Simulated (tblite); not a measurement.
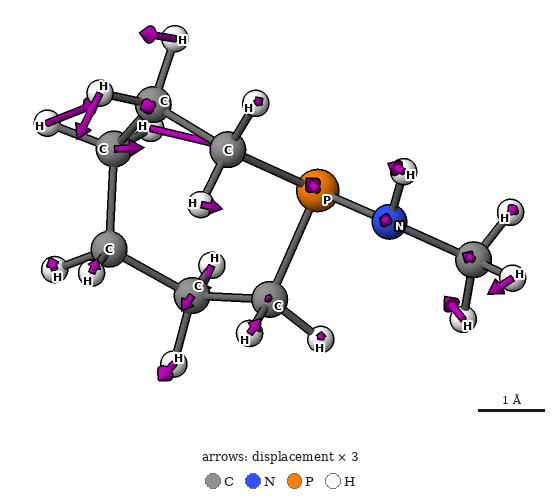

A relaxation of C₇H₁₆NP. The starting structure is drawn; purple arrows show the displacements, magnified 3 times. The two geometries are superimposed by the best rigid fit.

A ball-and-stick model, seen at a tilt.

Method: GFN2-xTB geometry optimisation, gas phase in tblite 0.8.0. 

Atoms of which element are displaced furthest, and by how much?

Hydrogen: up to 0.45 Å, against 0.16 Å for carbon.

What did the optimiser do to the structure, and how much energy did it gain?

An H atom moves most after the best rigid fit: 0.45 Å. Largest moves by element: H 0.45 Å, C 0.16 Å, P 0.13 Å, N 0.08 Å. Near-neighbour distances that change, for instance: N–P 1.695 → 1.736 Å, C–N 1.475 → 1.457 Å, C–H 1.107 → 1.093 Å, C–P 1.853 → 1.867 Å. Among the angles between lasting bonds that change: C–C–C 119.1° → 113.5°, N–P–C 98.4° → 94.1°, N–P–C 99.1° → 95.0°. Over 78 geometry steps the energy falls by 16.8 kJ/mol.
